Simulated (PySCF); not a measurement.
## Electronic structure of C3H11BO2Si (SMILES CC(C)[SiH2]B(O)O) in real space

```yaml
atoms:
  - { symbol: C, position_ang: [-1.0664, 0.6572, -1.3013] }
  - { symbol: C, position_ang: [-0.9155, -0.4288, -0.2383] }
  - { symbol: C, position_ang: [-2.2385, -0.6478, 0.4879] }
  - { symbol: Si, position_ang: [0.5059, 0.0015, 0.9687] }
  - { symbol: B, position_ang: [2.2802, 0.1352, 0.1077] }
  - { symbol: O, position_ang: [3.4730, 0.1257, 0.7732] }
  - { symbol: O, position_ang: [2.3569, 0.2528, -1.2343] }
  - { symbol: H, position_ang: [-1.3398, 1.6059, -0.8425] }
  - { symbol: H, position_ang: [-0.1325, 0.7918, -1.8416] }
  - { symbol: H, position_ang: [-1.8440, 0.3927, -2.0179] }
  - { symbol: H, position_ang: [-0.6607, -1.3614, -0.7555] }
  - { symbol: H, position_ang: [-2.1489, -1.4481, 1.2181] }
  - { symbol: H, position_ang: [-3.0284, -0.9119, -0.2151] }
  - { symbol: H, position_ang: [-2.5377, 0.2568, 1.0122] }
  - { symbol: H, position_ang: [0.1061, 1.2388, 1.6769] }
  - { symbol: H, position_ang: [0.4791, -1.0128, 2.0516] }
  - { symbol: H, position_ang: [3.4539, 0.0419, 1.7238] }
  - { symbol: H, position_ang: [3.2485, 0.3168, -1.5853] }
```

Geometry: GFN2-xTB.

Method: PBE0/pcSseg-1, SCF density, gas phase, non-relativistic (PySCF 2.14.0).

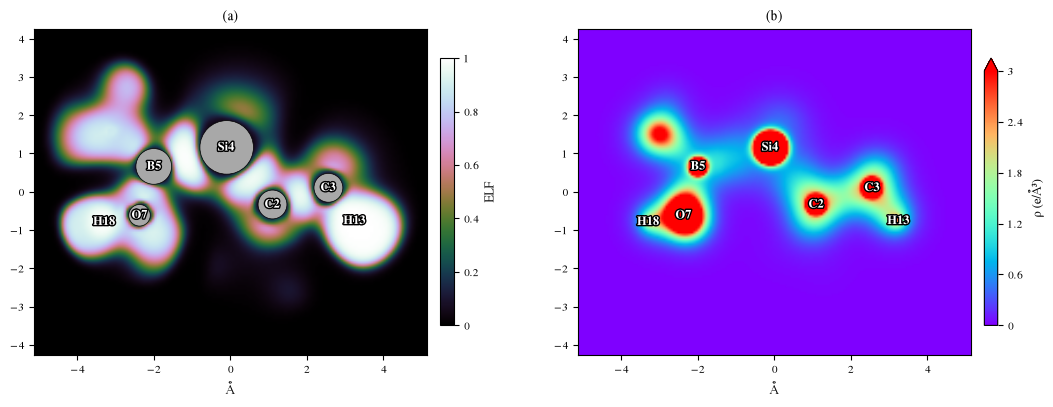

Figure 1. (a) ELF; (b) electron density on the plane of atoms C3, C2 and Si4. Grey discs cover the atomic cores in the ELF map.

Describe what can be read from this map.

Answer. The section cuts through C, Si, B, O and H sites. B–O (1.35 Å): the density is about 2.2 e/Å³ at the midpoint; the ELF peaks at about 0.90 between the atoms, as expected for a polar covalent bond. C–C (1.52 Å): ρ is about 1.6 e/Å³ halfway; the ELF peaks at about 0.95 between the atoms; a shared electron pair. C–Si (1.91 Å): the density is about 0.91 e/Å³ at the midpoint; the ELF peaks at about 0.95 between the atoms (a covalent bond). Si–B (1.98 Å): the density is about 0.84 e/Å³ at the midpoint; the ELF peaks at about 1 between the atoms; localised, covalent bonding. O–H (0.96 Å): the density is about 3.7 e/Å³ at the midpoint; the ELF climbs to about 1 towards the hydrogen, as it does in any bond to H (an ordinary covalent bond to hydrogen). The ELF also peaks beside O7 and O6, away from the bonds: lone-pair regions.

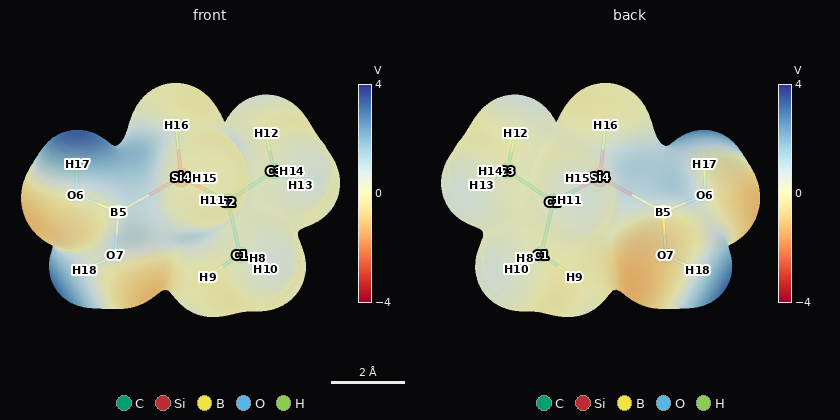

Figure 2. The molecular electrostatic potential painted on the density surface at 0.004 e/bohr³, seen from the front and from behind; red is negative and blue positive.

Describe the electrostatic potential map.

Answer. The most negative region (about −1.3 V) lies over O7, the most positive (about +3.3 V) over H17. O7 is the likeliest acceptor of a hydrogen bond.

How polar is the molecule by this calculation?

Answer. Its dipole moment is 1.36 D.
